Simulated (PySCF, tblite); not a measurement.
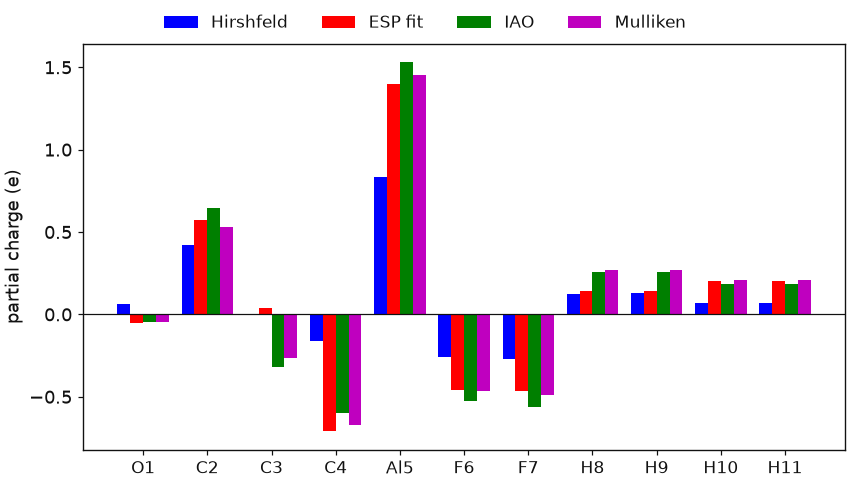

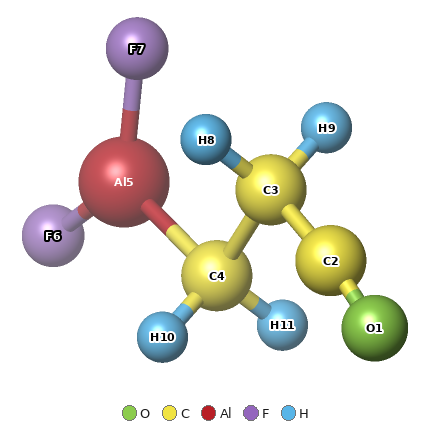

Atomic charges of C₃H₄AlF₂O⁺, SMILES [O+]#CC[CH2][Al]([F])[F], singlet by 4 schemes, PBE0/pcSseg-1 with PySCF 2.14.0, at a GFN2-xTB geometry (a minimum by its frequencies).

> Which scheme gives the smallest charges overall?

Hirshfeld: mean absolute charge Hirshfeld 0.22, ESP fit 0.40, Mulliken 0.44, IAO 0.46 e.

> Which atom is the most negative in each scheme?

Hirshfeld: F7 (−0.27 e) and F6 (−0.26 e); ESP fit: C4 (−0.71 e); IAO: C4 (−0.60 e); Mulliken: C4 (−0.67 e).

Caveats: the tight-binding geometry is rougher than a DFT one and adds to the error; one conformer of a flexible molecule.
